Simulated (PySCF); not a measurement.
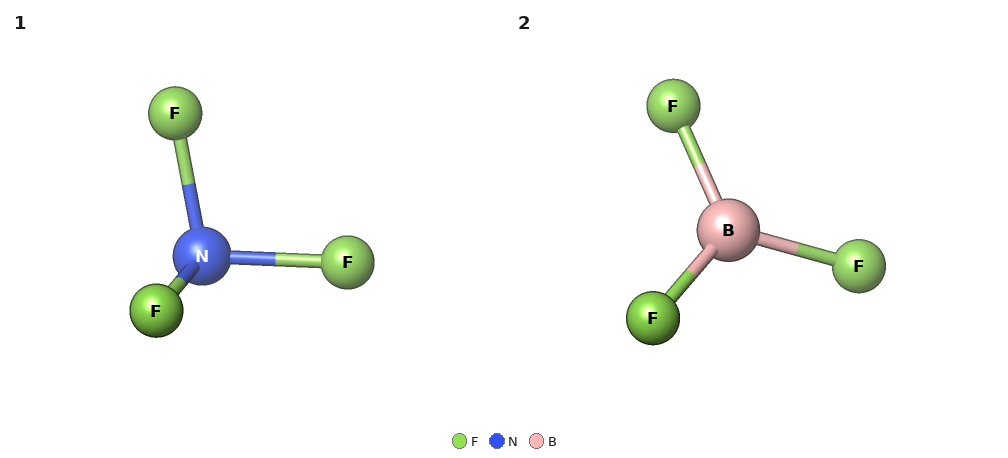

2 molecules with one skeleton, seen from the same side and at one scale. Charge 0, singlet. Computed geometries: PBE0-D3(BJ)/def2-SVP optimisations, one conformation each. Properties computed with PySCF 2.14.0.

One atom differs, called X below: N in panel 1, B in panel 2. Their formulas are NF3 (`FN(F)F`), BF3 (`FB(F)F`).

### In which is the HOMO–LUMO gap larger (PBE0/def2-SVPD)?

In panel 2 (X = B).

### In which is the HOMO energy (Kohn–Sham orbital) higher (PBE0/def2-SVPD)?

In panel 1 (X = N).

Give the values. With PBE0-D3(BJ)/def2-SVP: mean length of X–F (Å), mean angle F–X–F (°). With PBE0/def2-SVPD: HOMO energy (Kohn–Sham orbital) (eV), HOMO–LUMO gap (eV), mean static polarisability (bohr³), lowest vertical singlet excitation (eV), dipole moment (D).

| quantity | 1 (N) | 2 (B) | 2 − 1 |
| --- | --- | --- | --- |
| mean length of X–F (Å) | 1.352 | 1.310 | −0.042 |
| mean angle F–X–F (°) | 102.5 | 120.0 | +17.5 |
| HOMO energy (Kohn–Sham orbital) (eV) | −10.25 | −12.40 | −2.15 |
| HOMO–LUMO gap (eV) | 10.97 | 12.41 | +1.44 |
| mean static polarisability (bohr³) | 17.7 | 15.7 | −2.0 |
| lowest vertical singlet excitation (eV) | 8.73 | 10.74 | +2.01 |
| dipole moment (D) | 0.13 | 0.00 | −0.13 |
